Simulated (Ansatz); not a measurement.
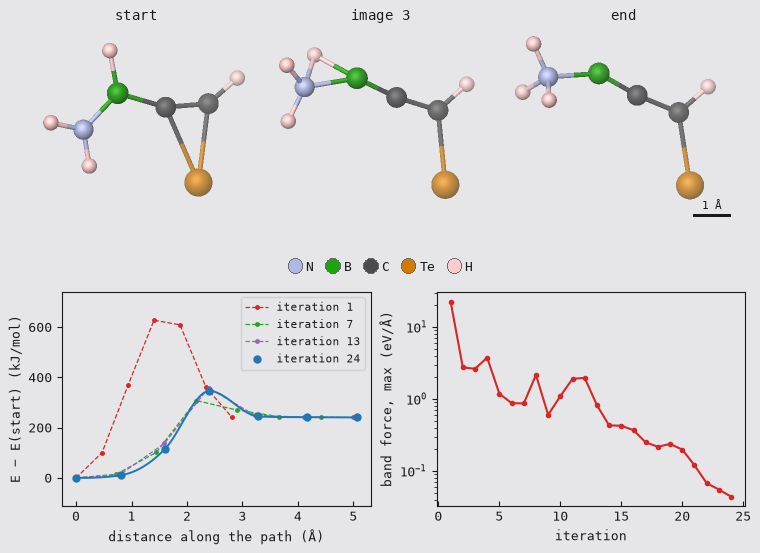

A nudged-elastic-band calculation for C2H4BNTe. Images are numbered from 0 (start) to 6 (end). The plot follows the band through its iterations. Style: ball-and-stick. Shown at a tilt.

All numbers below come from Ansatz 0.2.0, RKS PBE/def2-mTZVP.

The input:
```yaml
crystal:
  periodic: [false, false, false]
  atoms:
    - { symbol: "N", position_ang: [1.487458, -0.36916, -0.846402] }
    - { symbol: B, position_ang: [0.671954, -0.598846, 0.261834] }
    - { symbol: C, position_ang: [-0.655497, 0.142856, 0.400555] }
    - { symbol: C, position_ang: [-1.786879, 0.542307, 0.871861] }
    - { symbol: Te, position_ang: [-1.753725, 1.721254, -0.938008] }
    - { symbol: H, position_ang: [2.381265, -0.829112, -0.995772] }
    - { symbol: H, position_ang: [1.225399, 0.286895, -1.582181] }
    - { symbol: H, position_ang: [1.005563, -1.379153, 1.114449] }
    - { symbol: H, position_ang: [-2.486938, 0.43656, 1.696664] }
basis:
  gaussian: { orbitals: def2-mTZVP }
hamiltonian:
  xc: pbe
neb:
  order_check: false
  images: 5
  f_tol: 0.05
  max_iterations: 60
  initial_path: linear
  final_atoms:
    - { symbol: "N", position_ang: [1.65070555, -0.85122886, -0.42296791] }
    - { symbol: B, position_ang: [0.34969623, -0.52833074, 0.29746938] }
    - { symbol: C, position_ang: [-0.76425572, 0.20776463, 0.4034712] }
    - { symbol: C, position_ang: [-1.92993276, 0.87187831, 0.63224473] }
    - { symbol: Te, position_ang: [-2.59606407, 2.41824652, -0.53228723] }
    - { symbol: H, position_ang: [2.27609723, -0.02745593, -0.44068164] }
    - { symbol: H, position_ang: [1.47362448, -1.0942426, -1.41276136] }
    - { symbol: H, position_ang: [2.19456548, -1.62796045, -0.01920469] }
    - { symbol: H, position_ang: [-2.56583641, 0.58493012, 1.47771752] }
```

Run as
```bash
ansatz run input.yaml --threads 2 --pin off --max-ram 3072MiB --backend cpu --events-out ev --progress --plain --runs-dir out
```

Q: Did the band converge, and can the barrier be trusted?

A: The run is converged, with reservations. The band converged in 24 iterations. The largest component of the band force went from 23 to 0.044 eV/Å. The climbing image converged on the top of the path. Its curvatures weren't checked. The straight starting path can push atoms close together and costs iterations. The first iteration put the highest image at 627.8 kJ/mol. Forward barrier 345.7 kJ/mol, backward barrier 105.0 kJ/mol, with image 3 at the top; the reaction energy is +240.7 kJ/mol.

The run took 8.3 min on 2 threads of Arm Neoverse N1, with other jobs on the host, peak memory 0.18 GiB.
